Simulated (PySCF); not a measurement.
System: C6H16N (SMILES CCCC(C)(C)[NH3+]) (charge +1).

```xyz
23

C     2.9671    0.2054   -0.0624
C     1.5168    0.5978   -0.3234
C     0.5734   -0.4896    0.1981
C    -0.9230   -0.2036    0.0508
C    -1.3350    0.1510   -1.3692
C    -1.7532   -1.3566    0.5957
N    -1.2366    1.0117    0.9177
H     3.6385    0.9783   -0.4240
H     3.2091   -0.7224   -0.5731
H     3.1447    0.0682    1.0014
H     1.3289    1.5579    0.1694
H     1.3783    0.7338   -1.3957
H     0.7910   -1.4130   -0.3390
H     0.7984   -0.6783    1.2509
H    -0.8819    1.0809   -1.7022
H    -2.4158    0.2384   -1.4510
H    -1.0177   -0.6333   -2.0495
H    -1.4648   -1.6099    1.6133
H    -2.8158   -1.1256    0.5763
H    -1.6010   -2.2399   -0.0168
H    -2.2101    1.3074    0.7809
H    -1.0905    0.7881    1.9094
H    -0.6055    1.7804    0.6522
```

Geometry: GFN2-xTB.

These are results of PySCF 2.14.0, PBE0/pcSseg-1, SCF density, gas phase, non-relativistic, not measurements.

Predict the electron density and electron localisation function between the atoms.

Answer. C–C (1.52 Å): ρ at the midpoint is about 1.6 e/Å³; the ELF peaks at about 0.95 between the atoms (localised, covalent bonding).
C–H (1.09 Å): the density is about 2 e/Å³ at the midpoint; the ELF climbs to about 1 towards the hydrogen, as it does in any bond to H: a covalent bond by its length.

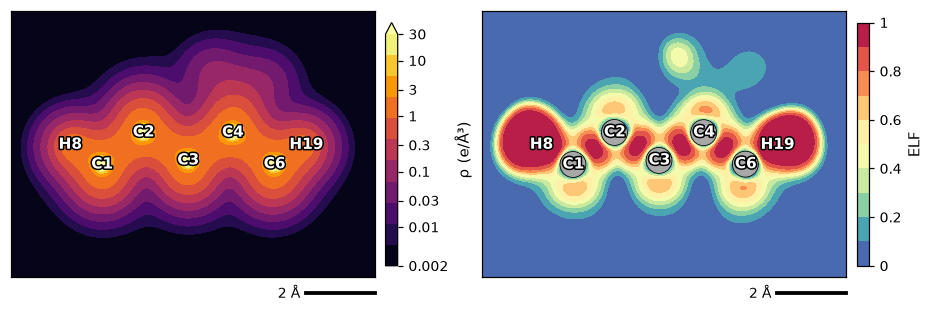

Computed electron density and electron localisation function on the plane of atoms C2, C1 and H8, in this order. Grey discs cover the atomic cores in the ELF map. 
